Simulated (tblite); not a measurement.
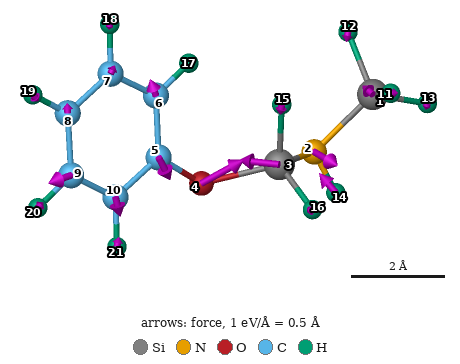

Starting geometry of C6H11NOSi2 with the computed forces as purple arrows. The picture is a ball-and-stick view, seen at a tilt.

Theory: GFN2-xTB geometry optimisation, gas phase in tblite. 

**What follows when this structure is relaxed?**

It isn't relaxed: the largest force vector, on O4, is 2.19 eV/Å. The final displacements have little in common with the starting forces (cosine between the two patterns 0.13). H16 moves most after the best rigid fit: 2.55 Å. Largest moves by element: H 2.55 Å, Si 1.26 Å, O 0.89 Å, C 0.74 Å, N 0.57 Å. Among the contacts that change: Si3–O4 1.735 → 1.626 Å, N2–Si3 1.785 → 1.717 Å, Si1–N2 1.783 → 1.725 Å, O4–C5 1.381 → 1.346 Å. Among the angles between lasting bonds that change: Si1–N2–Si3 106.8° → 126.5°, Si3–O4–C5 119.4° → 131.6°, N2–Si3–O4 110.9° → 100.7°. Groups turn about O4–C5 by about 50°, Si3–O4 by about 35°. Over 243 geometry steps the energy falls by 22.2 kcal/mol.
